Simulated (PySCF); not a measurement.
Consider F₃H₃HfSSi ((F)3Hf-S-SiH3).

Input file:

```
{"job": {"kind": "uv", "xc": "CAM-B3LYP", "basis": "def2-SVPD", "ip": true, "nstates": 10}, "charge": 0, "multiplicity": 1}
Hf    -0.931451    -0.915918     0.729627
F     -0.557218     0.037482     2.336757
F     -1.464809    -2.669952     1.223892
F     -2.377057    -0.111364    -0.219132
S      1.058528    -1.287384    -0.654821
Si     1.139788     0.834941    -0.860505
H      2.359445     1.428308    -0.250852
H      0.955841     1.283658    -2.266674
H     -0.050336     1.330779    -0.063952
```

Launched as:

```sh
OMP_NUM_THREADS=1 python probes_run.py task.json out
```

Geometry: PBE0-D3(BJ)/def2-SVP; core potentials replace the inner electrons of Hf.

Method: CAM-B3LYP/def2-SVPD, SCF density, gas phase, scalar-relativistic core potentials on the heavy atoms (PySCF).

Predict the electron density and electron localisation function between the atoms.

Hf–F (1.90 Å): ρ is about 0.89 e/Å³ halfway; the ELF peaks at about 0.85 in the valence shell of F, 0.5 Å from its nucleus, and drops to about 0.20 between the two atoms.
Si–S (2.13 Å): ρ at the midpoint is about 0.81 e/Å³; the ELF peaks at about 0.90 between the atoms; a shared electron pair.
Hf–S (2.45 Å): ρ is about 0.54 e/Å³ halfway; the ELF peaks at about 0.85 in the valence shell of S, 0.9 Å from its nucleus, and is about 0.45 at the midpoint.
Hf–Si (3.14 Å): ρ at the midpoint is about 0.17 e/Å³; the ELF is about 0.20 at the midpoint.

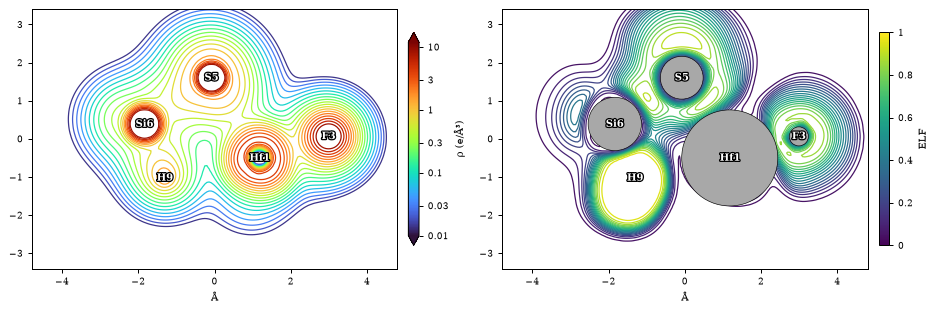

Computed electron density and electron localisation function on the plane of atoms F3, Hf1 and S5, in this order. Grey discs cover the atomic cores in the ELF map. 
